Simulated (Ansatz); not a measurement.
AsAu (space group F-43m, No. 216). Coordinates: the input geometry of an electronic-structure calculation (not necessarily at equilibrium); the starting structure was generated, so it need not be a known form of this composition.

```
Au As
1.0
     5.84057    0.00000    0.00000
     0.00000    5.84057    0.00000
     0.00000    0.00000    5.84057
Au As
4 4
Direct
  0.00000 0.00000 0.00000
  0.00000 0.50000 0.50000
  0.50000 0.00000 0.50000
  0.50000 0.50000 0.00000
  0.25000 0.25000 0.75000
  0.25000 0.75000 0.25000
  0.75000 0.25000 0.25000
  0.75000 0.75000 0.75000
```

Bonds are taken as As–Au below 2.8 Å. The graph is simplified in the usual way: terminal and isolated atoms are pruned, two-connected atoms become edges.

Derive the underlying net.

The result is a uninodal 4-connected, three-periodic net: Au and As are 4-connected nodes. It is the dia net, known from diamond, zinc blende and cristobalite. It is a single net, without interpenetration.

| node | links | point symbol | coordination sequence |
| --- | --- | --- | --- |
| Au and As | 4 | 6⁶ | 4 12 24 42 |

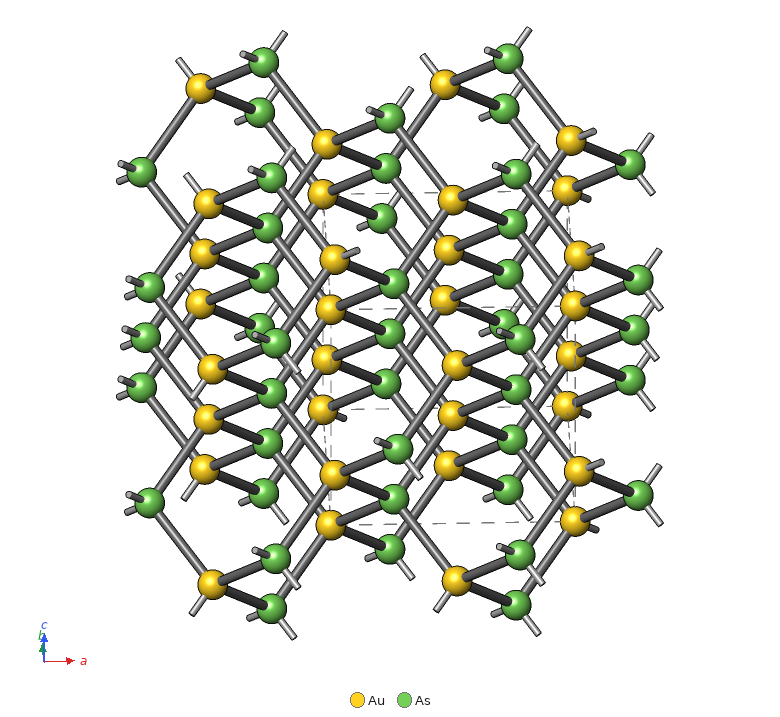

Nodes are coloured by element. Short stubs are edges that leave the cut-out.
